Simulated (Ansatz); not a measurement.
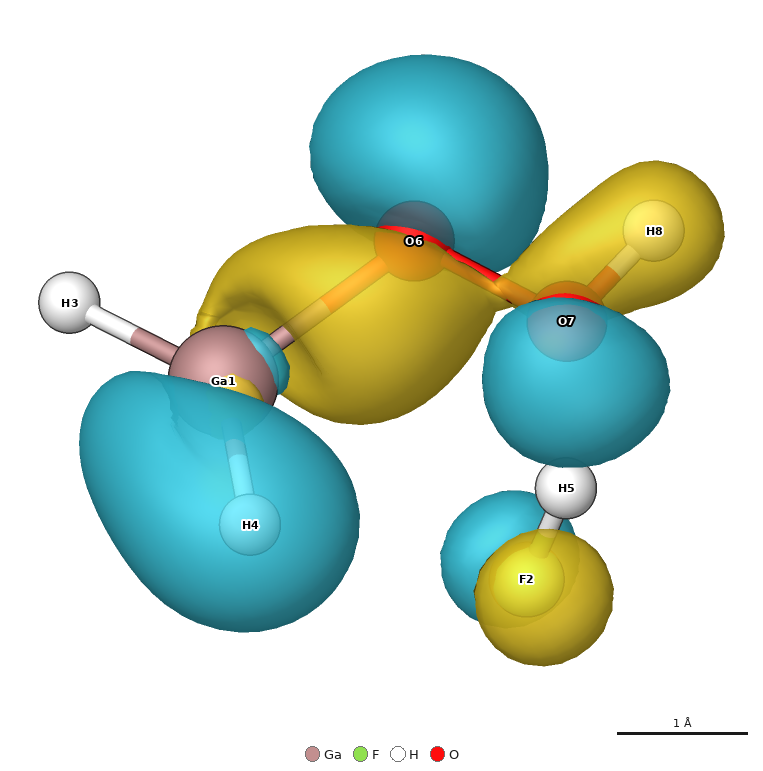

Figure. GaH3O2···HF. The HOMO−1 at ±0.1 Å⁻³ᐟ² (yellow and cyan are the two phases), seen at a tilt.

Not at a stationary point (largest force 1.6 eV/Å).

Theory: RKS LDA/def2-SVP in Ansatz 0.2.0.

```
atom    x (Å)    y (Å)    z (Å)
  Ga  -0.9104  -1.1268  -0.0367
   F   1.9451  -0.1439  -0.6328
   H  -1.8876  -1.6385  -1.1340
   H  -0.1764  -1.7121   1.2000
   H   1.4542   0.4907  -0.1535
   O  -0.8034   0.7134  -0.2533
   O   0.2433   1.2259   0.5805
   H   0.1352   2.1913   0.4297
```

What is the character of this orbital?

Answer. By Hirshfeld shares it lies mainly on O6 (about 55 %), O7 (about 15 %), Ga1 (about 15 %) and H4 (about 10 %). Its energy is −7.55 eV.
